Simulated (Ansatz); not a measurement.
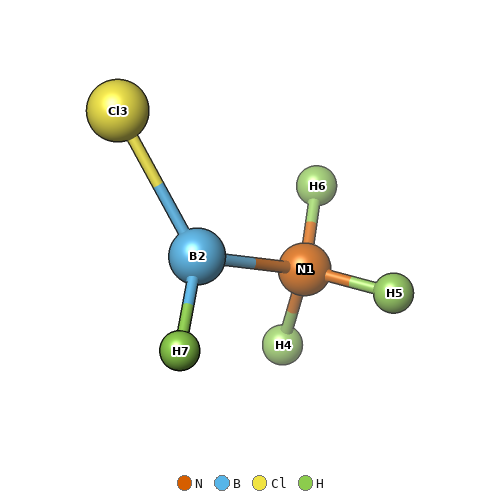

The system is BClH4N, SMILES [NH3+]BCl, charge +1; the picture shows the reference structure. Coordinates scanned: (1) bond length N1–H5; (2) angle H4–N1–H5. Nothing is relaxed (all other coordinates rigid). The scan uses a 15 × 15 grid. Points are written as (first, second). All energies are given in eV relative to the relaxed molecule at the same level. These are results of RKS BHLYP-D4/def2-TZVP in Ansatz 0.2.0, not measurements.

Its coordinates:

```json
{"atom": "N", "x (Å)": "-0.5022", "y (Å)": "0.4922", "z (Å)": "-0.0044"}
{"atom": "B", "x (Å)": "0.5581", "y (Å)": "-0.6258", "z (Å)": "-0.1514"}
{"atom": "Cl", "x (Å)": "1.5485", "y (Å)": "-0.9378", "z (Å)": "1.1735"}
{"atom": "H", "x (Å)": "-1.4369", "y (Å)": "0.1230", "z (Å)": "-0.1686"}
{"atom": "H", "x (Å)": "-0.3632", "y (Å)": "1.2123", "z (Å)": "-0.7109"}
{"atom": "H", "x (Å)": "-0.4946", "y (Å)": "0.9389", "z (Å)": "0.9075"}
{"atom": "H", "x (Å)": "0.5843", "y (Å)": "-1.1703", "z (Å)": "-1.1875"}
```

Range: bond length N1–H5 from 0.855 to 1.324 Å; angle H4–N1–H5 from 60.6 to 150.6°.

Predict the map.

Answer. The lowest grid point is at (1.023 Å, 105.6°), 0.0005 eV from the relaxed molecule at the same level. It is the only kind of minimum in the scanned range. The highest grid point, (0.855 Å, 60.6°), lies 2.86 eV above the lowest. Round the minimum the two coordinates are weakly coupled (coupling 0.07 in units of the two stiffnesses).

| angle H4–N1–H5 ↓, bond length N1–H5 → | 0.855 | 0.889 | 0.922 | 0.956 | 0.989 | 1.023 | 1.056 | 1.090 | 1.123 | 1.157 | 1.190 | 1.223 | 1.257 | 1.290 | 1.324 |
| --- | --- | --- | --- | --- | --- | --- | --- | --- | --- | --- | --- | --- | --- | --- | --- |
| 150.6 | 2.36 | 2.02 | 1.80 | 1.66 | 1.60 | 1.59 | 1.62 | 1.70 | 1.80 | 1.94 | 2.08 | 2.24 | 2.41 | 2.59 | 2.78 |
| 144.2 | 1.96 | 1.63 | 1.41 | 1.27 | 1.20 | 1.19 | 1.23 | 1.30 | 1.41 | 1.54 | 1.68 | 1.84 | 2.02 | 2.20 | 2.39 |
| 137.8 | 1.62 | 1.28 | 1.06 | 0.92 | 0.85 | 0.84 | 0.88 | 0.96 | 1.06 | 1.19 | 1.34 | 1.50 | 1.67 | 1.85 | 2.04 |
| 131.4 | 1.33 | 0.99 | 0.76 | 0.62 | 0.56 | 0.55 | 0.58 | 0.66 | 0.76 | 0.89 | 1.04 | 1.20 | 1.38 | 1.55 | 1.74 |
| 124.9 | 1.09 | 0.75 | 0.53 | 0.39 | 0.32 | 0.31 | 0.35 | 0.42 | 0.52 | 0.65 | 0.80 | 0.96 | 1.13 | 1.31 | 1.50 |
| 118.5 | 0.93 | 0.59 | 0.37 | 0.22 | 0.15 | 0.14 | 0.17 | 0.25 | 0.35 | 0.48 | 0.62 | 0.78 | 0.95 | 1.13 | 1.32 |
| 112.1 | 0.84 | 0.50 | 0.27 | 0.12 | 0.05 | 0.04 | 0.07 | 0.14 | 0.24 | 0.36 | 0.50 | 0.66 | 0.83 | 1.01 | 1.19 |
| 105.6 | 0.82 | 0.48 | 0.25 | 0.10 | 0.02 | 0.00 | 0.03 | 0.10 | 0.19 | 0.31 | 0.45 | 0.60 | 0.77 | 0.95 | 1.13 |
| 99.2 | 0.88 | 0.53 | 0.29 | 0.14 | 0.06 | 0.04 | 0.06 | 0.12 | 0.21 | 0.33 | 0.46 | 0.61 | 0.78 | 0.95 | 1.13 |
| 92.8 | 1.01 | 0.65 | 0.41 | 0.25 | 0.17 | 0.14 | 0.16 | 0.22 | 0.30 | 0.41 | 0.54 | 0.69 | 0.85 | 1.01 | 1.18 |
| 86.4 | 1.22 | 0.86 | 0.61 | 0.44 | 0.35 | 0.32 | 0.33 | 0.38 | 0.46 | 0.56 | 0.69 | 0.82 | 0.98 | 1.13 | 1.30 |
| 79.9 | 1.51 | 1.14 | 0.88 | 0.71 | 0.61 | 0.57 | 0.57 | 0.61 | 0.68 | 0.78 | 0.90 | 1.03 | 1.17 | 1.32 | 1.48 |
| 73.5 | 1.87 | 1.49 | 1.23 | 1.05 | 0.94 | 0.89 | 0.88 | 0.91 | 0.98 | 1.06 | 1.17 | 1.29 | 1.42 | 1.57 | 1.72 |
| 67.1 | 2.32 | 1.93 | 1.66 | 1.46 | 1.35 | 1.28 | 1.26 | 1.28 | 1.33 | 1.41 | 1.50 | 1.61 | 1.74 | 1.87 | 2.01 |
| 60.6 | 2.86 | 2.46 | 2.18 | 1.97 | 1.84 | 1.76 | 1.73 | 1.73 | 1.77 | 1.83 | 1.91 | 2.01 | 2.11 | 2.23 | 2.36 |

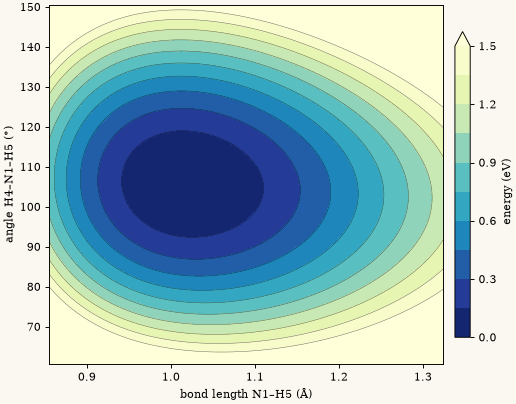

In the figure: filled contours, one colour for all values above the top of the scale. Between grid points the surface is interpolated.

The whole map (225 points run) took 21 min on 1 thread of Arm Neoverse N1, with other jobs on the host.
